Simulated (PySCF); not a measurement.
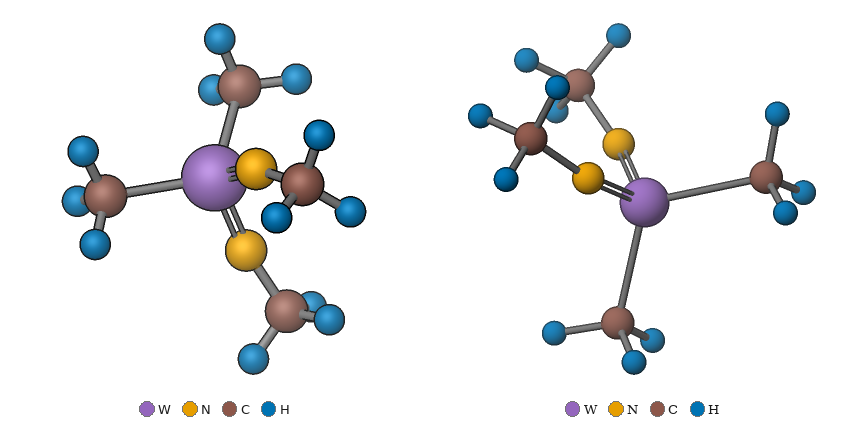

Both panels show the same species.

Charge 0, singlet.

> Which formula does it have?

C4H12N2W, 19 atoms: 4 carbon, 12 hydrogen, 2 nitrogen and 1 tungsten.

> What is its SMILES?

C[N]=[W]([CH3])([CH3])=[N]C

> How many bonds of each kind are drawn?

12 C–H, 2 C–N, 2 N–W, 2 C–W.

More results for the same structure follow; atom numbers are the same in all pictures, views and colours differ. The geometry was computed by an optimisation with PBE0-D3(BJ)/def2-SVP. No frequency run is at hand to confirm it as a minimum.

### Geometry

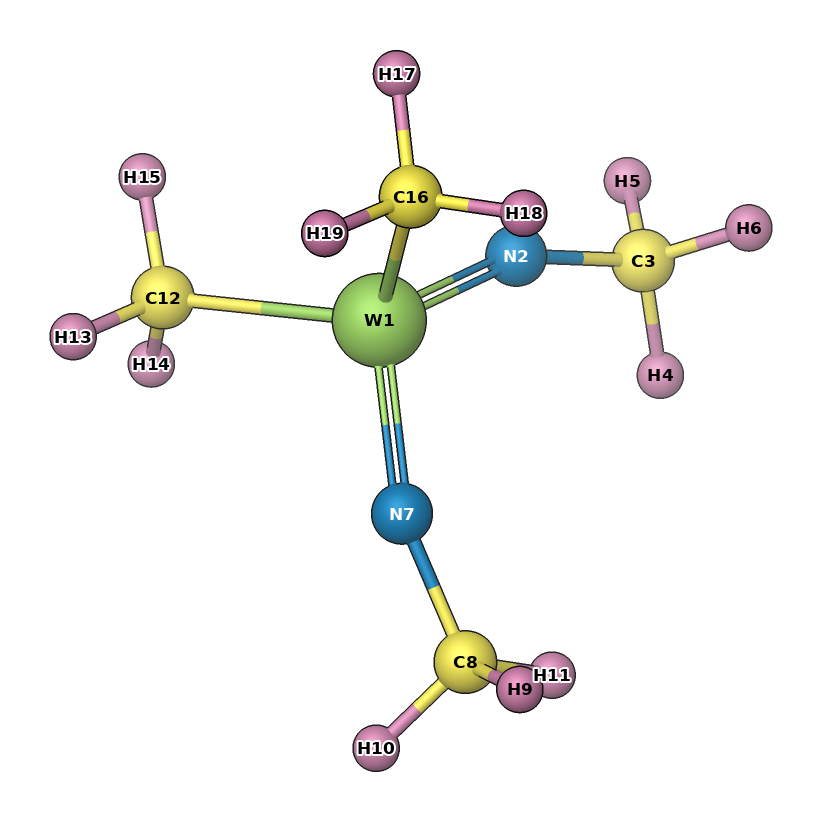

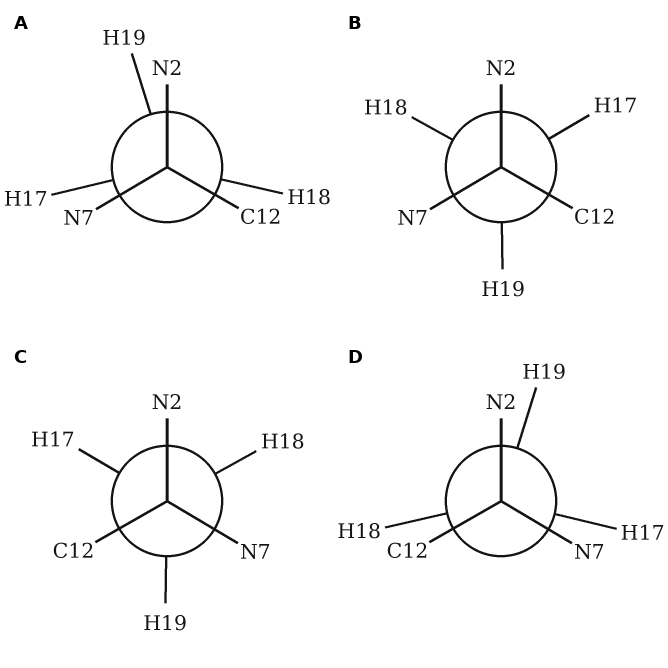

Distant atoms are faded towards the background colour. Bonds that would overlap in a projection are set slightly apart. No frequency run is at hand to confirm it as a minimum.

> Which Newman projection shows the view along W1–C16, with W1 in front?

B. The torsion angle N2–W1–C16–H17 is 60°, synclinal (gauche).

### Electronic properties

No frequency run is at hand to confirm it as a minimum. Properties computed with PBE0/def2-SVPD, gas phase, core potentials on W (PySCF 2.14.0). Excitations: vertical, linear response.

> Give the dipole moment at this level.

0.87 D.

> Estimate the HOMO energy (Kohn–Sham orbital).

−6.70 eV.

> Give the lowest vertical singlet excitation at this level.

3.91 eV.

> Estimate the HOMO–LUMO gap.

5.47 eV.

### Polarisability

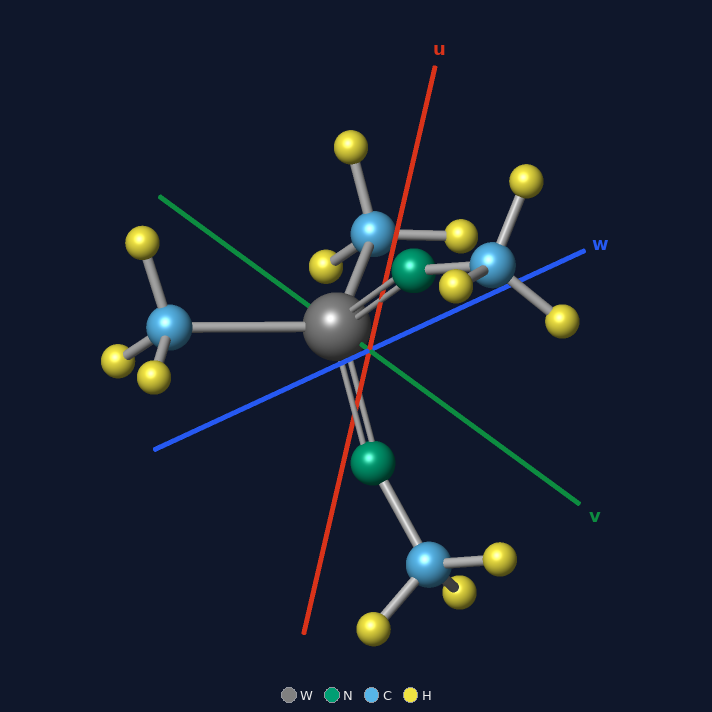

The lines u, v and w are the principal axes of the static dipole polarisability. No frequency run is at hand to confirm it as a minimum. Level of theory: PBE0/def2-SVPD, core potentials on W (PySCF 2.14.0).

> Along which axis is the molecule most polarisable, and along which least?

Most along u, least along w.

> Give the three principal values.

u 126.3, v 120.9, w 103.2 bohr³; mean 116.8, anisotropy 20.9 bohr³.

### Metal centre

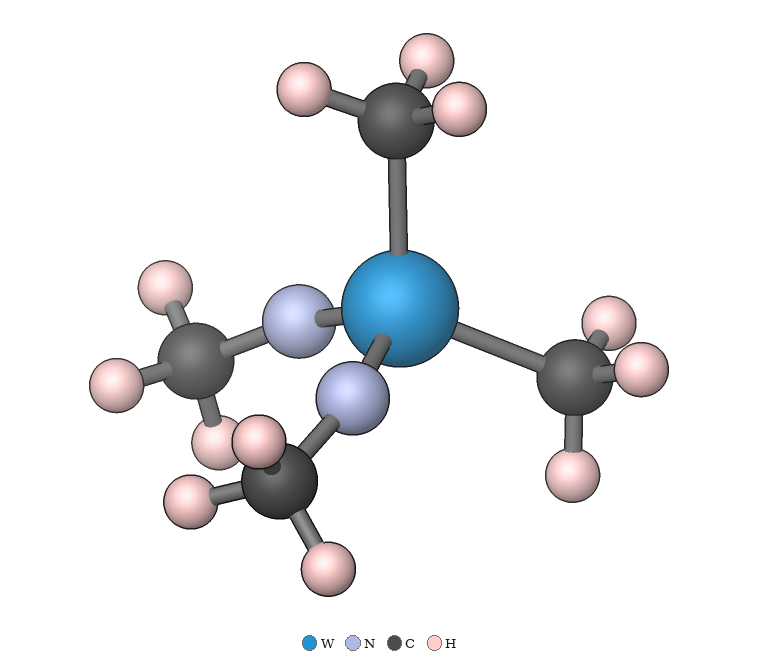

A metal compound. No frequency run is at hand to confirm it as a minimum.

> What is the coordination number of the metal, and which atoms bind to it?

W binds 4 atoms: 2 N at 1.75 Å, 2 C at 2.13 Å. The arrangement is tetrahedral.

> What are the formal oxidation state of the metal and its number of d electrons?

W(VI), d⁰, counting the ligands as closed-shell ions or neutral donors.
